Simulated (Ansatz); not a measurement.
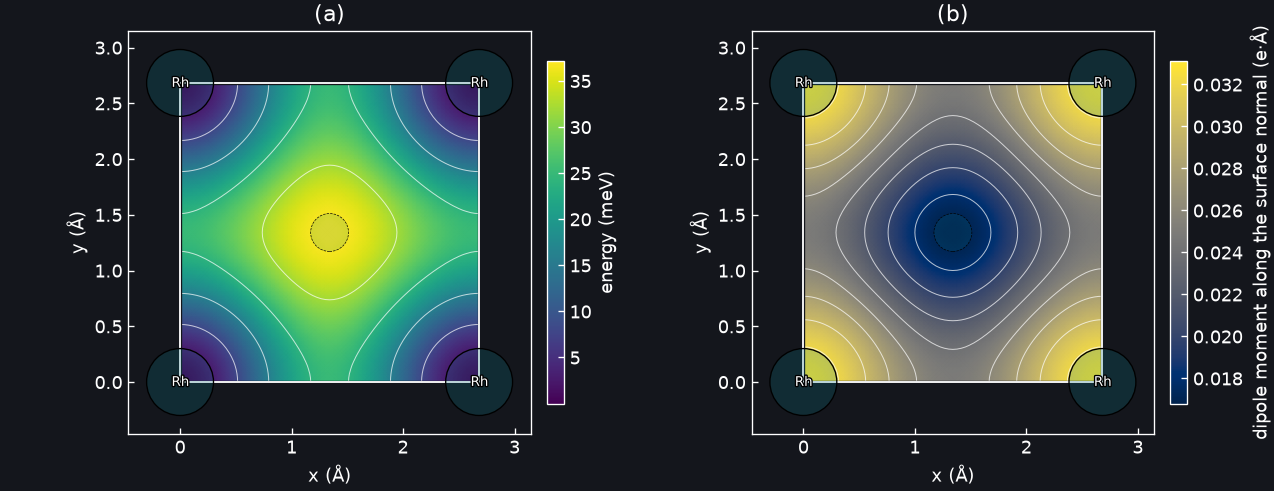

N₂ on a Rh(100) slab cut from the Fm-3m phase, its upper half relaxed before the scan (12 atoms of substrate and one adsorbate in a 2 × 2 cell). N2 is moved over the surface cell at a fixed height above a rigid substrate; the origin of the map has the adsorbate above Rh9; the height is held at 3.10 Å. Places are given modulo a cell vector. The map is drawn in real space over the plane of the surface. Grid: 6 × 6 points; 10 points were computed and 26 follow by symmetry. Places are given in fractions of the 1 × 1 surface cell. Energies: meV, counted from the lowest grid point. At a fixed height the lowest place need not be the adsorption site. Theory: DFT PBE+D3(BJ), scalar-relativistic, plane waves, PAW (Ansatz). Settings: cutoff 420 eV, k-mesh 5×5×1, gaussian smearing 0.1 eV, no spin polarisation.

Panel (a) is the energy; panel (b) is the computed dipole moment along the surface normal, in e·Å.

Drawn: a smooth colour map with a few white contour lines, labelled circles for the atoms of the top layer and small ones for the second layer, the outline of one cell of the plane. Between grid points the surface is interpolated.

How does the dipole moment along the surface normal vary over the map, and what is it at the lowest grid point?

Answer. It runs from 0.02 e·Å at a fourfold hollow over a second-layer Rh atom, (3/6, 3/6) of the cell vectors to 0.03 e·Å at the top site over a surface Rh atom, (0/6, 0/6) of the cell vectors. At the lowest grid point, the top site over a surface Rh atom, (0/6, 0/6) of the cell vectors, it is 0.03 e·Å.

| second ↓, first → | 0/6 | 1/6 | 2/6 | 3/6 | 4/6 | 5/6 |
| --- | --- | --- | --- | --- | --- | --- |
| 5/6 | 0.03 | 0.03 | 0.02 | 0.02 | 0.02 | 0.03 |
| 4/6 | 0.03 | 0.02 | 0.02 | 0.02 | 0.02 | 0.02 |
| 3/6 | 0.02 | 0.02 | 0.02 | 0.02 | 0.02 | 0.02 |
| 2/6 | 0.03 | 0.02 | 0.02 | 0.02 | 0.02 | 0.02 |
| 1/6 | 0.03 | 0.03 | 0.02 | 0.02 | 0.02 | 0.03 |
| 0/6 | 0.03 | 0.03 | 0.03 | 0.02 | 0.03 | 0.03 |

PAW datasets: the set soft_1.
